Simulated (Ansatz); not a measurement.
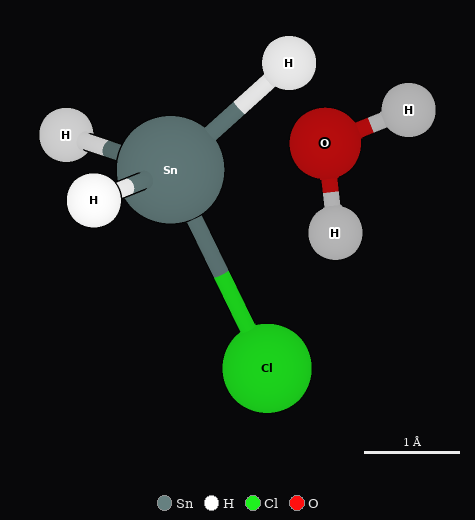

Fig. 1: The starting structure (ball-and-stick view, seen at a tilt). Sticks mark near contacts.

# Nudged elastic band of SnH5ClO

- system: SnH5ClO
- method: RHF/def2-SVP (Ansatz 0.2.0)

The run did not end well. One setting was made poor on purpose. It belongs to a series of runs on one base structure; here: band between the two ends.

**The input**
```yaml
crystal:
  periodic: [false, false, false]
  atoms:
    - { symbol: Sn, position_ang: [-0.282724, -0.29059, -0.083539] }
    - { symbol: H, position_ang: [-0.422194, -0.587545, 1.580872] }
    - { symbol: Cl, position_ang: [2.037333, -0.380427, -0.6316] }
    - { symbol: H, position_ang: [-0.876515, 1.20139, -0.620389] }
    - { symbol: H, position_ang: [-0.947883, -1.581854, -0.981147] }
    - { symbol: O, position_ang: [1.278979, 2.051311, 1.475578] }
    - { symbol: H, position_ang: [2.035663, 1.834401, 0.948265] }
    - { symbol: H, position_ang: [1.546439, 1.901115, 2.370059] }
basis:
  gaussian: { orbitals: def2-SVP }
hamiltonian:
  xc: hf
neb:
  order_check: false
  images: 7
  f_tol: 0.05
  max_iterations: 6
  final_atoms:
    - { symbol: Sn, position_ang: [0.33753162, 0.06807667, -0.74499377] }
    - { symbol: H, position_ang: [-0.23068408, 1.28325812, 3.91487318] }
    - { symbol: Cl, position_ang: [1.99108504, -0.02265857, -2.42115569] }
    - { symbol: H, position_ang: [-0.79868029, 1.22503502, -1.24326627] }
    - { symbol: H, position_ang: [-0.22210711, -1.49840973, -0.44209218] }
    - { symbol: O, position_ang: [1.24080814, 0.66024614, 0.8865913] }
    - { symbol: H, position_ang: [1.92015345, 1.31497236, 0.82648536] }
    - { symbol: H, position_ang: [0.13099123, 1.117281, 3.28165706] }
  initial_path:
    images:
      - { positions_ang: [[-0.282724, -0.29059, -0.083539], [-0.422194, -0.587545, 1.580872], [2.037333, -0.380427, -0.6316], [-0.876515, 1.20139, -0.620389], [-0.947883, -1.581854, -0.981147], [1.278979, 2.051311, 1.475578], [2.035663, 1.834401, 0.948265], [1.546439, 1.901115, 2.370059]] }
      - { positions_ang: [[-0.2137185, -0.2177645, -0.06101049], [-0.31561788, -0.43671179, 1.70977717], [2.09341094, -0.29110544, -0.67558004], [-0.86186882, 1.25673367, -0.61001899], [-0.92101113, -1.54055843, -0.87543778], [1.25832737, 1.98441518, 1.28171271], [2.0201657, 1.74278546, 1.02679764], [1.30941032, 1.65000686, 2.26185877]] }
      - { positions_ang: [[-0.144713, -0.14493901, -0.03848199], [-0.20904176, -0.28587857, 1.83868234], [2.14948888, -0.20178389, -0.71956007], [-0.84722263, 1.31207734, -0.59964897], [-0.89413925, -1.49926287, -0.76972855], [1.23767574, 1.91751936, 1.08784741], [2.00466839, 1.65116992, 1.10533028], [1.07238164, 1.39889871, 2.15365855]] }
      - { positions_ang: [[-0.07570751, -0.07211351, -0.01595348], [-0.10246564, -0.13504536, 1.96758751], [2.20556683, -0.11246233, -0.76354011], [-0.83257645, 1.36742101, -0.58927896], [-0.86726738, -1.4579673, -0.66401933], [1.21702411, 1.85062355, 0.89398212], [1.98917109, 1.55955437, 1.18386292], [0.83535295, 1.14779057, 2.04545832]] }
      - { positions_ang: [[-0.00670201, 0.00071198, 0.00657503], [0.00411048, 0.01578785, 2.09649268], [2.26164477, -0.02314077, -0.80752014], [-0.81793026, 1.42276469, -0.57890894], [-0.84039551, -1.41667173, -0.5583101], [1.19637248, 1.78372773, 0.70011683], [1.97367378, 1.46793883, 1.26239555], [0.59832427, 0.89668242, 1.93725809]] }
      - { positions_ang: [[0.0793564, 0.01755315, -0.18131717], [-0.05458816, 0.33265542, 2.55108781], [2.19400484, -0.02302022, -1.21092903], [-0.81311777, 1.37333227, -0.74499828], [-0.68582341, -1.43710623, -0.52925562], [1.2074814, 1.50285733, 0.74673545], [1.9602937, 1.42969721, 1.15341801], [0.48149101, 0.95183207, 2.27335783]] }
      - { positions_ang: [[0.16541481, 0.03439432, -0.36920937], [-0.1132868, 0.64952299, 3.00568293], [2.12636491, -0.02289967, -1.61433791], [-0.80830528, 1.32389985, -0.91108761], [-0.53125131, -1.45754073, -0.50020114], [1.21859031, 1.22198694, 0.79335407], [1.94691362, 1.3914556, 1.04444046], [0.36465775, 1.00698171, 2.60945758]] }
      - { positions_ang: [[0.25147322, 0.0512355, -0.55710157], [-0.17198544, 0.96639055, 3.46027806], [2.05872497, -0.02277912, -2.0177468], [-0.80349279, 1.27446744, -1.07717694], [-0.37667921, -1.47797523, -0.47114666], [1.22969922, 0.94111654, 0.83997268], [1.93353354, 1.35321398, 0.93546291], [0.24782449, 1.06213135, 2.94555732]] }
      - { positions_ang: [[0.33753162, 0.06807667, -0.74499377], [-0.23068408, 1.28325812, 3.91487318], [1.99108504, -0.02265857, -2.42115569], [-0.79868029, 1.22503502, -1.24326627], [-0.22210711, -1.49840973, -0.44209218], [1.24080814, 0.66024614, 0.8865913], [1.92015345, 1.31497236, 0.82648536], [0.13099123, 1.117281, 3.28165706]] }
```

Hardware: 1 thread of Intel Xeon @ 2.50GHz (Skylake/Cascade Lake), 16 GiB of memory available, shared host.

Launch command:
```bash
ansatz run input.yaml --threads 1 --pin off --max-ram 2048MiB --backend cpu --events-out ev --progress --plain --runs-dir out
```

**What the program printed**
```
Engine: ansatz 0.2.0, x86_64-unknown-linux-gnu
Functional definition: HF
  exchange = exact_x
  correlation = 0
956 factors; integrals over basis functions are off by at most 4.4e-4 eV
mean field evaluation 1: about -20418.1380 eV, gradient 3.2e1 eV
mean field evaluation 2: about -20418.1427 eV, gradient 3.2e1 eV
mean field evaluation 4: about -20420.3914 eV, gradient 2.1e0 eV
mean field evaluation 8: about -20420.4075 eV, gradient 6.5e-5 eV
mean field -20420.40753141 eV, -750.4361353301 hartree, gradient 7.9e-6 eV, S^2 0.000000; 0 other end points of the search recorded, 0 dependent functions left out
the calculation of the forces begins
reference -20420.40753141 eV, -750.4361353301 hartree; 26, 26 occupied and 57, 57 virtual orbitals, 956 factors
957 factors; integrals over basis functions are off by at most 3.2e-4 eV
mean field evaluation 16: about -20419.9507 eV, gradient 7.3e-1 eV
mean field -20419.96138306 eV, -750.4197396806 hartree, gradient 1.1e-5 eV, S^2 0.000000; 0 other end points of the search recorded, 0 dependent functions left out
[... from here on the field's lines of each further geometry are left out, up to the last ...]
NEB iter   1: max|band force component| = 1.673e1 eV/Å  barrier→ = 5.2069 eV  barrier← = 4.7607 eV  Δτ_max = 0.2000 Å  (271 SCF iters)
NEB iter   2: max|band force component| = 3.443e0 eV/Å  barrier→ = 3.9844 eV  barrier← = 3.5382 eV  Δτ_max = 0.2000 Å  (221 SCF iters)
NEB iter   3: max|band force component| = 2.516e0 eV/Å  barrier→ = 2.9079 eV  barrier← = 2.4617 eV  Δτ_max = 0.1031 Å  (198 SCF iters)
NEB iter   4: max|band force component| = 9.988e-1 eV/Å  barrier→ = 2.5205 eV  barrier← = 2.0744 eV  Δτ_max = 0.2000 Å  (181 SCF iters)
NEB iter   5: max|band force component| = 1.094e0 eV/Å  barrier→ = 1.8177 eV  barrier← = 1.3716 eV  Δτ_max = 0.1014 Å  (207 SCF iters)
the calculation of the forces begins
reference -20419.92660661 eV, -750.4184616695 hartree; 26, 26 occupied and 57, 57 virtual orbitals, 958 factors
these checks for a lower state are left out or cut short: starts, cluster_reference, orbital_swaps, neighbouring_geometries, increment
958 factors; integrals over basis functions are off by at most 3.1e-4 eV
mean field -20419.95562997 eV, -750.4195282582 hartree, gradient 2.6e-5 eV, S^2 0.000000; 0 other end points of the search recorded, 0 dependent functions left out
the calculation of the forces begins
reference -20419.95562997 eV, -750.4195282582 hartree; 26, 26 occupied and 57, 57 virtual orbitals, 958 factors
NEB iter   6: max|band force component| = 1.026e0 eV/Å  barrier→ = 1.9743 eV  barrier← = 1.5282 eV  Δτ_max = 0.0993 Å  (205 SCF iters)
```

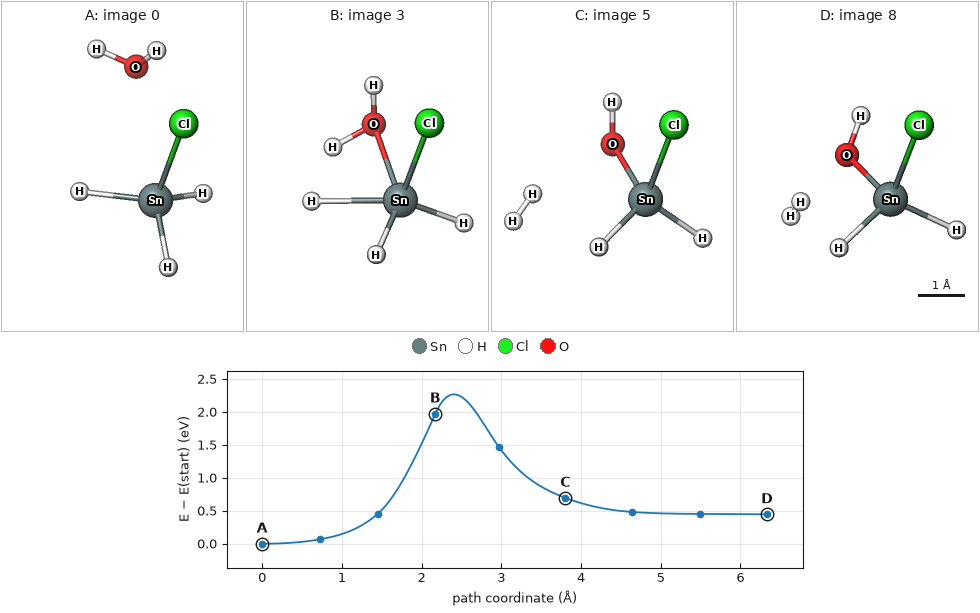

Fig. 2: Images of the last band (counted from 0; ball-and-stick, seen at a tilt) above the energy along the path; the line is a cubic interpolation that uses the forces. The highest image is number 3, 1.974 eV above the start and 1.528 eV above the end; the end lies 0.446 eV above the start. The path is 6.33 Å long. The band had not converged after 6 iterations.

```
Unfinished report: {"positions_ang":[[0.029082648514701527,0.21268536378411834,-0.04837505557998441],[-0.16609522644089075,-0.06975043222362834,2.009353037149708],[2.167089162822345,-0.17067588666865774,-1.1368494065499524],[-0.8674747151773673,1.3796469327113474,-0.9338339421147459],[-0.6114405012554526,-1.3182611964824174,-0.2147452104210191],[1.086978009614542,1.5825695339465793,1.2490150576272807],[2.037477396196998,1.550884231444401,1.1624590873861975],[0.6934812257251239,0.9807024534882572,1.971075422502515]],"unchecked":["starts","cluster_reference","orbital_swaps","neighbouring_geometries","increment"],"mean_field":{"relativity":"none","state":{"energy":{"ev":-20418.433183845355,"hartree":-750.3635793952178},"converged":true,"gradient_ev":7.499716134493257e-6,"stability":{"kind":"minimum","curvature_ev":36.81631472919583},"curvature_floor_ev":0.00030000000000000003,"spin_squared":-1.4210854715202004e-14},"others":[],"fillings":{"estimated":0,"unestimated":0,"tried":0,"untried":0,"excluded_magnetic_sites":0},"n_dropped_functions":0,"n_trapped_functions":0,"passes":{"evaluations":4,"products":22},"factors":{"origin":"Cholesky decomposition","count":958,"bound_ev":0.0009744597992338516},"gradient_stop_ev":0.00009,"reference_kind":"stationary","symmetry":{"irreps":["A"],"axes":[[0.999955474352295,-0.005579146865099183,0.007610678887882447],[0.005450970477595454,0.9998446878667434,0.016759685722200362],[-0.007703001605165901,-0.01671745390040594,0.9998305808992637]],"occupied":[{"A":26},{"A":26}]},"held":{"pivots":956,"left_out":0,"joined":2},"density_repulsion":{"missed_ev":0.000011246005570564047,"excess_ev":7.100169159573918e-10,"most_excess_ev":0.0001404,"are_drawn_again":false,"n_first_factors":958,"energy_change_ev":0.0,"n_dropped_ends":0}},"factors":{"origin":"Cholesky decomposition","count":958,"bound_ev":0.0009744597992338516},"n_frozen":0,"n_occupied":[26,26],"n_virtual":[57,57],"reference":{"ev":-20418.433183845355,"hartree":-750.3635793952178},"total":{"ev":-20418.433183845355,"hartree":-750.3635793952178},"forces_ev_per_angstrom":[[-0.7144027237776083,-0.9641777855397273,0.2377091428928157],[-0.4287128880794192,-0.16705166545413924,-1.3063376108823526],[-0.3614104792962876,0.24021622991335223,0.3278775394831904],[0.2570874602664251,-0.06339802142568716,0.3854731069783198],[-0.24009120514412716,-0.6369905711380329,-0.34652490449689866],[0.32480117674269715,0.2835944263611939,0.9542125032304203],[-0.08766834509933136,0.026195957523182947,0.3644228831076107],[1.2503970043826256,1.2816114297585104,-0.6168326603140825]],"charge_distribution":{"dipole_moment_e_ang":[-0.08655067572155165,0.33764157384466315,0.26553342822741277],"mulliken_charges_e":[0.9979071158777444,-0.36717681628362686,-0.4533732219415185,-0.139430598455494,-0.15210452746750192,-0.38169532347405166,0.23327864555295752,0.2625947261914805],"lowdin_charges_e":[0.3660770954419732,-0.17168801793805621,-0.1150241852528957,-0.09629466493848504,-0.12217468346936977,0.21687354586350516,-0.003487296580766852,-0.07428179312597383]},"n_threads":1,"memory_gib":1.7045454550534487,"seconds":{"hamiltonian":2.490643958,"orbitals":0.0,"second_order":0.0,"solver_start":0.0,"cycles":0.0,"cycle":0.0,"perturbative":0.0,"full_ci_increment":0.0,"forces":0.0}}
this run last wrote the band of iteration 6 to [file]
Error: NEB band did not converge after 6 iterations: max|band force component| = 1.03e0 eV/Å (threshold 5.0e-2); raise `neb.max_iterations` in a new run, which can start from the last band evaluated (`neb.initial_path`, with `crystal.atoms` and `neb.final_atoms` set to its first and last images), add images, or start from endpoints closer to local minima. Where this run's directory can be resumed (`checkpoint.write`), a resume goes on for up to `neb.max_iterations` more; to start a new run from the last band, take its images' positions from the `neb_iteration` event of iteration 6 (`data.images[].positions_ang`), in the event stream of the run that computed that iteration (not this run's, if it was resumed behind it). With `checkpoint.write`, `steps/00-neb/state/checkpoint.json` in the run directory holds the last saved band, under `neb.evaluated.images[].positions_ang` (a band under a hybrid functional on support functions is neither saved nor resumed: `neb.initial_path` says where its path is): check the last entry of `neb.iterations` there, which is earlier than 6 if that iteration was not saved or its write failed. If the band's step has no `state` directory and holds `state.next`, a write was cut short, and the file is under `state.next` instead (behind a loss of power it can be under `state.prev`)
this run wrote the band of iteration 6 to [file] as well, whether or not its events were kept: a new run's `neb.initial_path` can list its `images[].positions_ang`
a run's events are kept only if it was started with --events-out <file>, and are in that file
```

**The last band as extended XYZ (Å, eV, eV/Å)**
```
8
Properties=species:S:1:pos:R:3:forces:R:3 image=0 energy=-20420.40753
Sn   -0.2827   -0.2906   -0.0835    0.0016  -0.0003   0.0000
H    -0.4222   -0.5875    1.5809    0.0003  -0.0007   0.0009
Cl    2.0373   -0.3804   -0.6316   -0.0004   0.0001   0.0006
H    -0.8765    1.2014   -0.6204   -0.0015   0.0011   0.0000
H    -0.9479   -1.5819   -0.9811   -0.0007  -0.0007  -0.0016
O     1.2790    2.0513    1.4756    0.0043  -0.0008   0.0000
H     2.0357    1.8344    0.9483   -0.0007  -0.0010  -0.0032
H     1.5464    1.9011    2.3701   -0.0030   0.0023   0.0033
8
Properties=species:S:1:pos:R:3:forces:R:3 image=1 energy=-20420.34089
Sn   -0.2306   -0.1591   -0.0581    0.1010  -0.0937  -0.1242
H    -0.2928   -0.3269    1.6238   -0.0341   0.0151   0.1289
Cl    2.0452   -0.2907   -0.7652    0.0066  -0.0164   0.0313
H    -0.8944    1.2402   -0.7408   -0.0308  -0.0238   0.0433
H    -0.8760   -1.5930   -0.7099   -0.1178  -0.0423  -0.1553
O     1.2564    1.9601    1.4141    0.0264   0.0383   0.0533
H     2.1213    1.8152    1.0516   -0.0872  -0.0029   0.0488
H     1.2400    1.5020    2.2427    0.1358   0.1259  -0.0260
8
Properties=species:S:1:pos:R:3:forces:R:3 image=2 energy=-20419.95270
Sn   -0.1249    0.0077   -0.0183   -0.1154  -0.2189   0.3209
H    -0.2296   -0.1519    1.7292   -0.1043  -0.0272  -0.5978
Cl    2.0788   -0.1693   -0.9480   -0.0522  -0.0403   0.1839
H    -0.8539    1.3130   -0.8272   -0.0294  -0.1095   0.2159
H    -0.7440   -1.5082   -0.4186   -0.2644  -0.3591  -0.4489
O     1.1881    1.7893    1.3289    0.0089   0.2036   0.2821
H     2.1020    1.6273    1.1440    0.1613   0.0654   0.0126
H     0.9527    1.2399    2.0682    0.3954   0.4860   0.0313
8
Properties=species:S:1:pos:R:3:forces:R:3 image=3 energy=-20418.43318
Sn    0.0291    0.2127   -0.0484   -0.7144  -0.9642   0.2377
H    -0.1661   -0.0698    2.0094   -0.4287  -0.1671  -1.3063
Cl    2.1671   -0.1707   -1.1368   -0.3614   0.2402   0.3279
H    -0.8675    1.3796   -0.9338    0.2571  -0.0634   0.3855
H    -0.6114   -1.3183   -0.2147   -0.2401  -0.6370  -0.3465
O     1.0870    1.5826    1.2490    0.3248   0.2836   0.9542
H     2.0375    1.5509    1.1625   -0.0877   0.0262   0.3644
H     0.6935    0.9807    1.9711    1.2504   1.2816  -0.6168
8
Properties=species:S:1:pos:R:3:forces:R:3 image=4 energy=-20418.94658
Sn    0.2049    0.3759   -0.2135   -0.2530  -0.4455  -0.9981
H    -0.1508   -0.0122    2.3067    0.2703   0.3104   0.5365
Cl    2.2383   -0.2289   -1.2465    0.0936  -0.0257  -0.4340
H    -0.8687    1.4283   -1.0096    0.1464   0.0207  -0.1527
H    -0.5464   -1.1750   -0.0891    0.2796   0.4858   0.4813
O     1.0897    1.5574    1.0723    1.0327   0.8539  -0.0899
H     2.0407    1.6248    1.0150   -0.4345  -0.0062  -0.1316
H     0.3614    0.5776    2.2230   -1.1350  -1.1934   0.7885
8
Properties=species:S:1:pos:R:3:forces:R:3 image=5 energy=-20419.71116
Sn    0.2773    0.3640   -0.3929   -0.0725   0.0035  -0.3065
H    -0.2882    0.1189    2.8187   -0.0411  -0.0119   0.1648
Cl    2.1891   -0.2563   -1.6307   -0.0796   0.0602  -0.2364
H    -0.8522    1.3825   -1.1472    0.1445  -0.0156  -0.2121
H    -0.4069   -1.1228    0.0409    0.0802   0.0336   0.2993
O     1.1519    1.4987    0.9383    0.1594   0.0736   0.0178
H     2.0956    1.5395    0.8725   -0.0065   0.0113   0.0357
H     0.2025    0.6233    2.5584   -0.1843  -0.1548   0.2375
8
Properties=species:S:1:pos:R:3:forces:R:3 image=6 energy=-20419.92661
Sn    0.3135    0.3119   -0.5459   -0.0590   0.0203   0.0217
H    -0.3470    0.3904    3.3297   -0.0157   0.0137   0.0395
Cl    2.0643   -0.2221   -2.0267    0.0084   0.0015  -0.0639
H    -0.8121    1.3161   -1.3133    0.0155   0.0045  -0.0497
H    -0.2808   -1.1542    0.0631    0.0256   0.0196   0.0418
O     1.1941    1.3678    0.8535   -0.0257  -0.0720  -0.1388
H     2.1389    1.3639    0.8321    0.0857   0.0531   0.0760
H     0.0980    0.7740    2.8657   -0.0347  -0.0406   0.0734
8
Properties=species:S:1:pos:R:3:forces:R:3 image=7 energy=-20419.95563
Sn    0.3271    0.2065   -0.6846    0.0034  -0.0181  -0.0047
H    -0.3313    0.8235    3.7832    0.0016   0.0031  -0.0010
Cl    2.0117   -0.1683   -2.2907   -0.0038   0.0106   0.0184
H    -0.8197    1.2556   -1.3551   -0.0013   0.0151  -0.0123
H    -0.2310   -1.3033   -0.1569    0.0059  -0.0085  -0.0021
O     1.2033    1.1157    0.8102    0.0619   0.0249   0.0084
H     2.1377    1.2650    0.7860   -0.0667  -0.0266  -0.0233
H     0.0714    0.9531    3.1661   -0.0010  -0.0005   0.0166
8
Properties=species:S:1:pos:R:3:forces:R:3 image=8 energy=-20419.96138
Sn    0.3375    0.0681   -0.7450    0.0041   0.0033   0.0021
H    -0.2307    1.2833    3.9149    0.0009   0.0010   0.0024
Cl    1.9911   -0.0227   -2.4212    0.0006  -0.0001   0.0028
H    -0.7987    1.2250   -1.2433   -0.0017  -0.0003  -0.0019
H    -0.2221   -1.4984   -0.4421   -0.0014  -0.0019  -0.0017
O     1.2408    0.6602    0.8866   -0.0039  -0.0038  -0.0023
H     1.9202    1.3150    0.8265    0.0005   0.0020  -0.0014
H     0.1310    1.1173    3.2817    0.0009  -0.0003   0.0000
```

**Outcome**

| quantity | value |
| --- | --- |
| outcome | not converged |
| barrier, forward (band not converged) | 1.974 eV |
| barrier, backward | 1.528 eV |
| wall time | 1.9 min |
| peak memory | 0.18 GiB |

**What went wrong**

The run did not converge: “NEB band did not converge after 6 iterations: max|band force component| = 1.03e0 eV/Å (threshold 5.0e-2); raise `neb.max_iterations` in a new run, which can start from the last band evaluated (`neb.initial_path`, with `crystal.atoms` and `neb.final_atoms` set to its first and last images), add images, or start from endpoints closer to local minima …” Its last values are not results. A deliberately poor setting: few iterations.
